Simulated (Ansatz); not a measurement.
# B4P4 zinc blende hole disc (B4P4H16): one molecule under many settings

Aim: run B4P4 zinc blende hole disc (B4P4H16) under a spread of inputs, and see what each costs and gives.

Program: Ansatz 0.2.0, Gaussian basis. Level of theory: the settings change from run to run. These are calculated values, not measurements.

## (1) The molecule

The structure was relaxed beforehand with r2SCAN-D4/def2-SVP.

24 atoms, charge 0, spin multiplicity 1.

Atoms are counted from 1 here; the program's logs count them from 0.

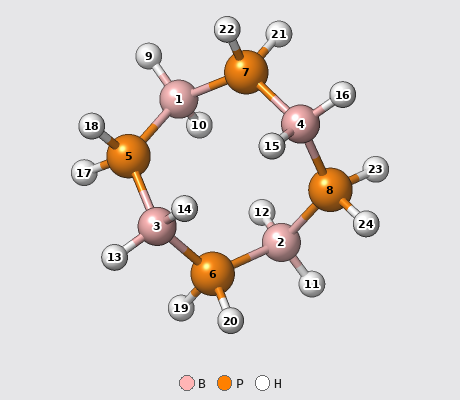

The geometry (boron pink, phosphorus orange, hydrogen white); atoms are numbered from 1 in the order of the file.

## (2) wPBEh/def2-mTZVP

Set apart from the defaults: atoms shaken by 0.08 Å, the search for lower states set to off.

The input, in.yaml:

```yaml
crystal:
  periodic: [false, false, false]
  atoms:
    - {symbol: B, position_ang: [-1.401895, 1.513529, -0.993721]}
    - {symbol: B, position_ang: [1.252292, -1.549238, -0.971279]}
    - {symbol: B, position_ang: [-1.478223, -1.330221, 1.051577]}
    - {symbol: B, position_ang: [1.369673, 1.437766, 1.115365]}
    - {symbol: P, position_ang: [-2.349813, 0.027130, 0.083141]}
    - {symbol: P, position_ang: [0.090830, -2.204849, 0.120616]}
    - {symbol: P, position_ang: [-0.143578, 2.345474, 0.022077]}
    - {symbol: P, position_ang: [2.215687, 0.097778, -0.172911]}
    - {symbol: H, position_ang: [-2.387818, 2.139911, -1.363372]}
    - {symbol: H, position_ang: [-0.791097, 0.739214, -1.995631]}
    - {symbol: H, position_ang: [2.113135, -2.086772, -1.299085]}
    - {symbol: H, position_ang: [0.946563, -0.800677, -1.909754]}
    - {symbol: H, position_ang: [-2.298631, -2.316321, 1.261489]}
    - {symbol: H, position_ang: [-0.938970, -0.718951, 1.951063]}
    - {symbol: H, position_ang: [0.693498, 0.862420, 2.080306]}
    - {symbol: H, position_ang: [2.140270, 2.202104, 1.300968]}
    - {symbol: H, position_ang: [-3.406018, -0.465643, -1.180179]}
    - {symbol: H, position_ang: [-3.155010, 0.422854, 0.917780]}
    - {symbol: H, position_ang: [-0.686167, -3.273125, -0.826870]}
    - {symbol: H, position_ang: [0.606441, -3.220410, 0.760835]}
    - {symbol: H, position_ang: [0.570100, 3.038955, -1.029664]}
    - {symbol: H, position_ang: [-0.527648, 3.181772, 0.849070]}
    - {symbol: H, position_ang: [3.270882, 0.706147, -1.080214]}
    - {symbol: H, position_ang: [3.122638, -0.482331, 0.949278]}
basis:
  gaussian: {orbitals: def2-mTZVP}
hamiltonian: {xc: {name: wPBEh}}
scf: {lower_state_search: off}
```

Started as:

```sh
$ ansatz run in.yaml --threads 2 --pin off --events-out ev --progress --plain --max-ram 22528MiB --backend cuda --devices 0, --max-vram 18GiB
```

Standard output:

```text
Functional definition: wPBEh
  name "wPBEh"
  cite "Heyd, Scuseria & Ernzerhof, J. Chem. Phys. 118, 8207 (2003) doi:10.1063/1.1564060"
  cite "Krukau, Vydrov, Izmaylov & Scuseria, J. Chem. Phys. 125, 224106 (2006) doi:10.1063/1.2404663"
  cite "Heyd & Scuseria, J. Chem. Phys. 120, 7274 (2004) doi:10.1063/1.1668634"
  cite "Ernzerhof & Perdew, J. Chem. Phys. 109, 3313 (1998) doi:10.1063/1.476928"
  cite "Perdew, Burke & Ernzerhof, Phys. Rev. Lett. 77, 3865 (1996) doi:10.1103/PhysRevLett.77.3865"
  parent pbe
  parameter a = 0.25
  parameter omega = 0.11/bohr
  exchange = wpbe_x - a*pbe_x_sr(omega) + a*exact_x_sr(omega)
  correlation = pbe_c
these checks for a lower state are left out or cut short: stability, starts, cluster_reference, orbital_swaps, neighbouring_geometries, increment
2332 factors; their error is unknown
224 factors; integrals over basis functions are off by at most 3.1e-7 eV
mean field evaluation 1: about -40092.8709 eV, gradient 5.4e1 eV
mean field evaluation 2: about -40090.9782 eV, gradient 5.7e1 eV
mean field evaluation 4: about -40102.0656 eV, gradient 2.7e0 eV
mean field evaluation 8: about -40102.0832 eV, gradient 4.3e-2 eV
mean field evaluation 16: about -40102.2576 eV, gradient 1.0e-4 eV
mean field -40102.25757954 eV, -1473.7307837616 hartree, gradient 2.5e-6 eV, S^2 0.000000; 0 other end points of the search recorded, 0 dependent functions left out
reference -40102.25765028 eV, -1473.7307863613 hartree; 48, 48 occupied and 164, 164 virtual orbitals, 2332 factors
Total energy: -40102.25765028 eV, -1473.7307863613 hartree
Checks for a lower state left out: stability, starts, cluster_reference, orbital_swaps, neighbouring_geometries, increment
```

Run time: 4.1 s. Hardware: 1 × H100 (card shared with other runs) with 2 threads of AMD EPYC 7R13, shared host; peak host memory 0.91 GiB.

## (3) LC-wPBE/6-31G

Options: density fitting with cc-pVTZ-jkfit, finite nuclei, high accuracy.

The input, in.yaml:

```yaml
crystal:
  periodic: [false, false, false]
  atoms:
    - {symbol: B, position_ang: [-1.403242, 1.393859, -1.012351]}
    - {symbol: B, position_ang: [1.403432, -1.395097, -1.011411]}
    - {symbol: B, position_ang: [-1.394730, -1.402897, 1.012757]}
    - {symbol: B, position_ang: [1.394522, 1.403433, 1.011264]}
    - {symbol: P, position_ang: [-2.296522, -0.005911, 0.002043]}
    - {symbol: P, position_ang: [0.006216, -2.296105, -0.000210]}
    - {symbol: P, position_ang: [-0.006212, 2.296233, -0.002232]}
    - {symbol: P, position_ang: [2.296512, 0.006649, 0.000442]}
    - {symbol: H, position_ang: [-2.232073, 2.217848, -1.351253]}
    - {symbol: H, position_ang: [-0.856561, 0.847907, -1.951727]}
    - {symbol: H, position_ang: [2.232372, -2.219669, -1.348641]}
    - {symbol: H, position_ang: [0.856891, -0.850995, -1.951935]}
    - {symbol: H, position_ang: [-2.218838, -2.232026, 1.350656]}
    - {symbol: H, position_ang: [-0.849913, -0.856256, 1.952807]}
    - {symbol: H, position_ang: [0.849591, 0.856586, 1.951135]}
    - {symbol: H, position_ang: [2.218534, 2.232568, 1.349371]}
    - {symbol: H, position_ang: [-3.219853, -0.584105, -0.906748]}
    - {symbol: H, position_ang: [-3.218812, 0.568917, 0.914036]}
    - {symbol: H, position_ang: [-0.567715, -3.219512, -0.911635]}
    - {symbol: H, position_ang: [0.584300, -3.218354, 0.909751]}
    - {symbol: H, position_ang: [0.567857, 3.218776, -0.914449]}
    - {symbol: H, position_ang: [-0.584400, 3.219293, 0.906850]}
    - {symbol: H, position_ang: [3.217898, 0.585142, -0.910139]}
    - {symbol: H, position_ang: [3.220739, -0.566283, 0.911660]}
basis:
  gaussian: {orbitals: 6-31G, fitting: {mean_field: cc-pVTZ-jkfit}, nuclear_model: gaussian}
hamiltonian: {xc: {name: LC-wPBE}}
accuracy: high
output: {forces: true}
```

Launched as before.

Standard output, cut to the lines that bear on the results:

```text
Functional definition: LC-wPBE
  name "LC-wPBE"
  cite "Vydrov & Scuseria, J. Chem. Phys. 125, 234109 (2006) doi:10.1063/1.2409292"
  cite "Heyd & Scuseria, J. Chem. Phys. 120, 7274 (2004) doi:10.1063/1.1668634"
  cite "Ernzerhof & Perdew, J. Chem. Phys. 109, 3313 (1998) doi:10.1063/1.476928"
  cite "Perdew, Burke & Ernzerhof, Phys. Rev. Lett. 77, 3865 (1996) doi:10.1103/PhysRevLett.77.3865"
  parent pbe
[...]
1280 factors; integrals over basis functions are off by at most 1.2e-3 eV
1280 factors; integrals over basis functions are off by at most 8.8e-8 eV
[...]
mean field -40102.86548102 eV, -1473.7531237289 hartree, gradient 3.4e-8 eV, S^2 0.000000; 0 other end points of the search recorded, 0 dependent functions left out
[...]
reference -40102.86548102 eV, -1473.7531237289 hartree; 48, 48 occupied and 72, 72 virtual orbitals, 1280 factors
[...]
Atom 14 at     0.849591     0.856586     1.951135 Å, force     0.210111     0.211091    -0.185906 eV/Å
Atom 15 at     2.218534     2.232568     1.349371 Å, force    -0.231048    -0.232475    -0.055062 eV/Å
Atom 16 at    -3.219853    -0.584105    -0.906748 Å, force     0.036794    -0.039222    -0.054295 eV/Å
Atom 17 at    -3.218812     0.568917     0.914036 Å, force     0.036882     0.039283     0.054094 eV/Å
Atom 18 at    -0.567715    -3.219512    -0.911635 Å, force    -0.039407     0.036776    -0.054094 eV/Å
Atom 19 at     0.584300    -3.218354     0.909751 Å, force     0.039261     0.036780     0.054238 eV/Å
Atom 20 at     0.567857     3.218776    -0.914449 Å, force     0.039226    -0.036870    -0.054071 eV/Å
Atom 21 at    -0.584400     3.219293     0.906850 Å, force    -0.039043    -0.036824     0.054245 eV/Å
Atom 22 at     3.217898     0.585142    -0.910139 Å, force    -0.036750     0.038984    -0.054222 eV/Å
Atom 23 at     3.220739    -0.566283     0.911660 Å, force    -0.036912    -0.039425     0.054192 eV/Å
Dipole moment:     0.000000     0.000682    -0.000051 e Å
```

It took 5.5 s on 1 × H100 (card shared with other runs) with 2 threads of AMD EPYC 7R13, shared host; peak host memory 0.86 GiB.

Largest force 0.579 eV/Å, dipole 0.00 D.

## (4) CAM-B3LYP/6-31G*

Options: density fitting with cc-pVTZ-jkfit, D3(BJ) dispersion, high accuracy.

Edit in.yaml of step 3 so:

```diff
@@ -28,5 +28,6 @@
 basis:
-  gaussian: {orbitals: 6-31G, fitting: {mean_field: cc-pVTZ-jkfit}, nuclear_model: gaussian}
-hamiltonian: {xc: {name: LC-wPBE}}
+  gaussian: {orbitals: "6-31G*", fitting: {mean_field: cc-pVTZ-jkfit}}
+hamiltonian: {xc: {name: CAM-B3LYP}, dispersion: d3bj}
 accuracy: high
+scf: {omitted_lower_state_checks: [starts]}
 output: {forces: true}
```

Launched as before.

Standard output:

```text
Functional definition: CAM-B3LYP
  name "CAM-B3LYP"
  cite "Yanai, Tew & Handy, Chem. Phys. Lett. 393, 51 (2004) doi:10.1016/j.cplett.2004.06.011"
  cite "Iikura, Tsuneda, Yanai & Hirao, J. Chem. Phys. 115, 3540 (2001) doi:10.1063/1.1383587"
  cite "Becke, Phys. Rev. A 38, 3098 (1988) doi:10.1103/PhysRevA.38.3098"
  cite "Lee, Yang & Parr, Phys. Rev. B 37, 785 (1988) doi:10.1103/PhysRevB.37.785"
  cite "Vosko, Wilk & Nusair, Can. J. Phys. 58, 1200 (1980) doi:10.1139/p80-159"
  parameter alpha = 0.19
  parameter beta = 0.46
  parameter omega = 0.33/bohr
  parameter ac = 0.81
  # Exact exchange under (alpha + beta erf(omega r))/r, Becke's under what is left of 1/r.
  exchange = (1 - alpha - beta)*b88_x + beta*b88_x_sr(omega) + alpha*exact_x + beta*exact_x_lr(omega)
  correlation = (1 - ac)*vwn5_c + ac*lyp_c
these checks for a lower state are left out or cut short: starts
1280 factors; integrals over basis functions are off by at most 1.4e-1 eV
1280 factors; integrals over basis functions are off by at most 9.3e-9 eV
mean field evaluation 1: about -40115.6475 eV, gradient 3.1e1 eV
mean field evaluation 2: about -40117.5431 eV, gradient 2.0e1 eV
mean field evaluation 4: about -40118.7656 eV, gradient 1.1e0 eV
mean field evaluation 8: about -40118.7649 eV, gradient 4.6e-3 eV
mean field evaluation 16: about -40118.7649 eV, gradient 1.8e-7 eV
mean field -40118.76489099 eV, -1474.3374162683 hartree, gradient 9.6e-8 eV, S^2 0.000000; 0 other end points of the search recorded, 0 dependent functions left out
the calculation of the forces begins
reference -40118.76492079 eV, -1474.3374173636 hartree; 48, 48 occupied and 120, 120 virtual orbitals, 1280 factors
Total energy: -40119.60018187 eV, -1474.3681126419 hartree
Atom 0 at    -1.403242     1.393859    -1.012351 Å, force    -0.053389     0.052411    -0.317020 eV/Å
Atom 1 at     1.403432    -1.395097    -1.011411 Å, force     0.053226    -0.053045    -0.317057 eV/Å
Atom 2 at    -1.394730    -1.402897     1.012757 Å, force    -0.052324    -0.053654     0.316935 eV/Å
Atom 3 at     1.394522     1.403433     1.011264 Å, force     0.052680     0.053491     0.316715 eV/Å
Atom 4 at    -2.296522    -0.005911     0.002043 Å, force    -0.407167    -0.000934     0.000261 eV/Å
Atom 5 at     0.006216    -2.296105    -0.000210 Å, force     0.000902    -0.407143    -0.000188 eV/Å
Atom 6 at    -0.006212     2.296233    -0.002232 Å, force    -0.000999     0.407199    -0.000465 eV/Å
Atom 7 at     2.296512     0.006649     0.000442 Å, force     0.407117     0.001122     0.000466 eV/Å
Atom 8 at    -2.232073     2.217848    -1.351253 Å, force     0.212324    -0.211166     0.077007 eV/Å
Atom 9 at    -0.856561     0.847907    -1.951727 Å, force    -0.143614     0.143579     0.222824 eV/Å
Atom 10 at     2.232372    -2.219669    -1.348641 Å, force    -0.212349     0.211435     0.076364 eV/Å
Atom 11 at     0.856891    -0.850995    -1.951935 Å, force     0.143472    -0.142968     0.223285 eV/Å
Atom 12 at    -2.218838    -2.232026     1.350656 Å, force     0.211117     0.212606    -0.076442 eV/Å
Atom 13 at    -0.849913    -0.856256     1.952807 Å, force    -0.143120    -0.143587    -0.223185 eV/Å
Atom 14 at     0.849591     0.856586     1.951135 Å, force     0.143197     0.143848    -0.223040 eV/Å
Atom 15 at     2.218534     2.232568     1.349371 Å, force    -0.211121    -0.212477    -0.076713 eV/Å
Atom 16 at    -3.219853    -0.584105    -0.906748 Å, force     0.169597     0.097648     0.155224 eV/Å
Atom 17 at    -3.218812     0.568917     0.914036 Å, force     0.169325    -0.097069    -0.155863 eV/Å
Atom 18 at    -0.567715    -3.219512    -0.911635 Å, force     0.096824     0.169549     0.155817 eV/Å
Atom 19 at     0.584300    -3.218354     0.909751 Å, force    -0.097579     0.169359    -0.155495 eV/Å
Atom 20 at     0.567857     3.218776    -0.914449 Å, force    -0.096962    -0.169392     0.155943 eV/Å
Atom 21 at    -0.584400     3.219293     0.906850 Å, force     0.097749    -0.169536    -0.155346 eV/Å
Atom 22 at     3.217898     0.585142    -0.910139 Å, force    -0.169065    -0.097860     0.155636 eV/Å
Atom 23 at     3.220739    -0.566283     0.911660 Å, force    -0.169841     0.096586    -0.155665 eV/Å
Dipole moment:    -0.000000     0.000606    -0.000039 e Å
Checks for a lower state left out: starts
```

Run time: 6 s. Hardware: 1 × H100 (card shared with other runs) with 2 threads of AMD EPYC 7R13, shared host; peak host memory 0.91 GiB.

Largest force 0.407 eV/Å, dipole 0.00 D.

## (5) r2SCAN/cc-pVDZ

Options: a grid of angular degree 11, D3(BJ) dispersion.

Edit in.yaml of step 4 so:

```diff
@@ -28,5 +28,4 @@
 basis:
-  gaussian: {orbitals: "6-31G*", fitting: {mean_field: cc-pVTZ-jkfit}}
-hamiltonian: {xc: {name: CAM-B3LYP}, dispersion: d3bj}
-accuracy: high
+  gaussian: {orbitals: cc-pVDZ, final_grid: {core_spheres: 5, valence_spheres: 4, degree: 11}}
+hamiltonian: {xc: {name: r2SCAN}, dispersion: d3bj}
 scf: {omitted_lower_state_checks: [starts]}
```

The command is unchanged.

Standard output, cut to the lines that bear on the results:

```text
Warning: the engine holds no damping parameters fitted to this dispersion correction and functional, so the run takes those fitted to r2scan beside the three-body term, which d3bj leaves out (hamiltonian.dispersion, under Limitations)
Functional definition: r2SCAN
  name "r2SCAN"
  cite "Furness, Kaplan, Ning, Perdew & Sun, J. Phys. Chem. Lett. 11, 8208 (2020) doi:10.1021/acs.jpclett.0c02405"
  cite "Furness, Kaplan, Ning, Perdew & Sun, J. Phys. Chem. Lett. 11, 9248 (2020) doi:10.1021/acs.jpclett.0c03077"
  parent r2scan
[...]
2592 factors; their error is unknown
[...]
mean field -40118.09926354 eV, -1474.3129549106 hartree, gradient 1.8e-5 eV, S^2 0.000000; 0 other end points of the search recorded, 0 dependent functions left out
[...]
reference -40118.09926709 eV, -1474.3129550411 hartree; 48, 48 occupied and 160, 160 virtual orbitals, 2592 factors
Total energy: -40118.39647206 eV, -1474.3238771223 hartree
[...]
Atom 14 at     0.849591     0.856586     1.951135 Å, force     0.018091     0.018129    -0.057762 eV/Å
Atom 15 at     2.218534     2.232568     1.349371 Å, force     0.001807     0.001564     0.002181 eV/Å
Atom 16 at    -3.219853    -0.584105    -0.906748 Å, force    -0.060988    -0.016176    -0.068326 eV/Å
Atom 17 at    -3.218812     0.568917     0.914036 Å, force    -0.061406     0.015439     0.068762 eV/Å
Atom 18 at    -0.567715    -3.219512    -0.911635 Å, force    -0.015694    -0.061281    -0.068496 eV/Å
Atom 19 at     0.584300    -3.218354     0.909751 Å, force     0.016198    -0.060985     0.068342 eV/Å
Atom 20 at     0.567857     3.218776    -0.914449 Å, force     0.015396     0.061346    -0.068689 eV/Å
Atom 21 at    -0.584400     3.219293     0.906850 Å, force    -0.015876     0.061121     0.068383 eV/Å
Atom 22 at     3.217898     0.585142    -0.910139 Å, force     0.061300     0.015696    -0.068557 eV/Å
Atom 23 at     3.220739    -0.566283     0.911660 Å, force     0.061106    -0.015798     0.068520 eV/Å
Dipole moment:     0.000001     0.000553    -0.000049 e Å
Checks for a lower state left out: starts
```

Wall time 3.4 s (1 × H100 (card shared with other runs) with 2 threads of AMD EPYC 7R13, shared host); peak host memory 0.89 GiB.

Largest force 0.122 eV/Å, dipole 0.00 D.

## (6) The runs in one table

```tsv
level	charge	multiplicity	geometry	functions	energy (eV)	time
wPBEh/def2-mTZVP	0	1	shaken	212	-40102.258	4.1 s
LC-wPBE/6-31G	0	1	relaxed	120	-40102.865	5.5 s
CAM-B3LYP/6-31G*	0	1	relaxed	168	-40119.600	6 s
r2SCAN/cc-pVDZ	0	1	relaxed	208	-40118.396	3.4 s
```

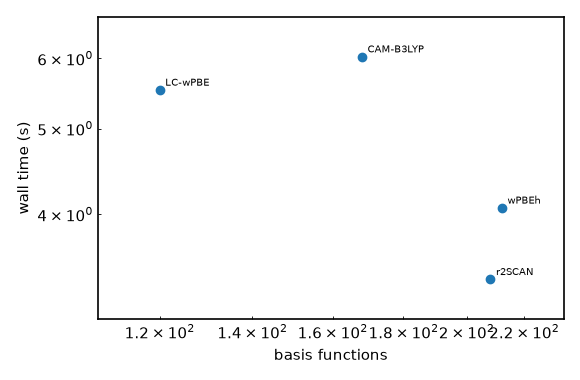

Wall time against the number of basis functions (shared host).

## (7) Results

| quantity | value |
| --- | --- |
| runs | 4 |
| quickest | r2SCAN/cc-pVDZ, 3.4 s |
| slowest | CAM-B3LYP/6-31G*, 6 s |
| spread of total energies, same state and geometry | 16.7 eV |
| dipole, same state and geometry | 0.00 to 0.00 D |

What this shows: The times lie within a factor of two. Total energies at one charge and spin differ by 17 eV between levels, so only differences within one level mean anything. At the r2SCAN-D4/def2-SVP geometry and in the same state, runs without warnings or point charges leave forces up to 0.58 eV/Å (LC-wPBE/6-31G).
